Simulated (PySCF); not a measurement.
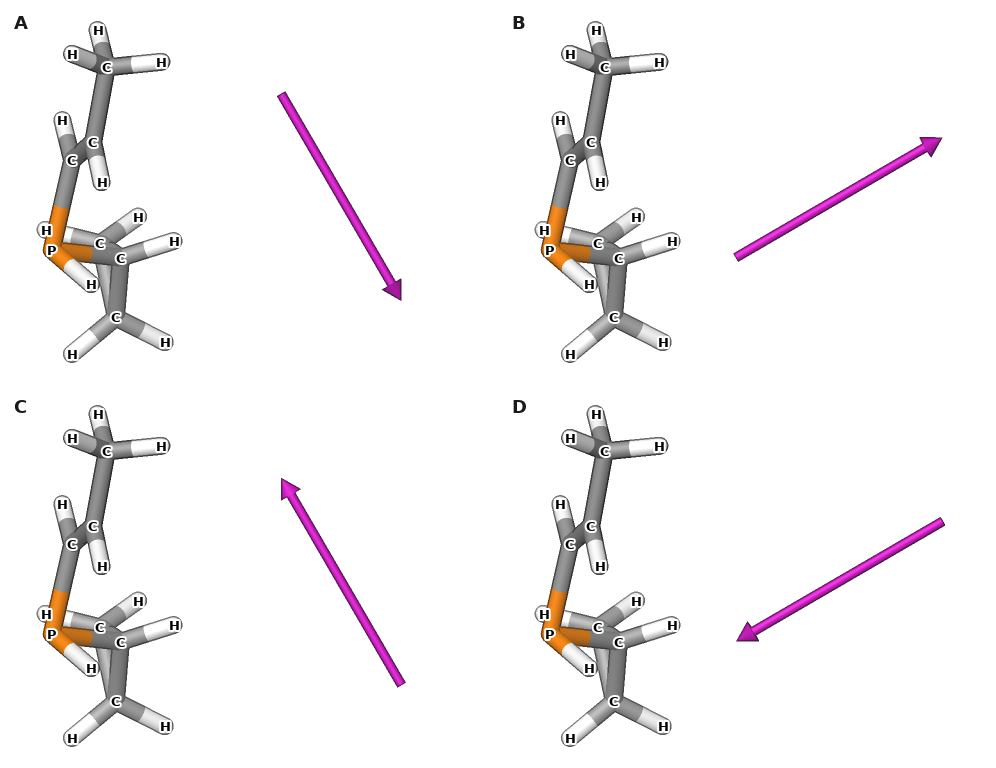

The same molecule four times, each with an arrow. Computed geometry: GFN2-xTB optimisation. No frequency run is at hand to confirm it as a minimum. Method: CAM-B3LYP/def2-SVPD, gas phase (PySCF 2.14.0).

Which arrow points along the dipole moment, from the negative to the positive end?

Answer. B. The dipole moment is 1.41 D.

The geometry is semi-empirical. Around P such bond lengths and angles can be off by a tenth of an ångström or more and by several degrees, and values that hang on the shape move with them.
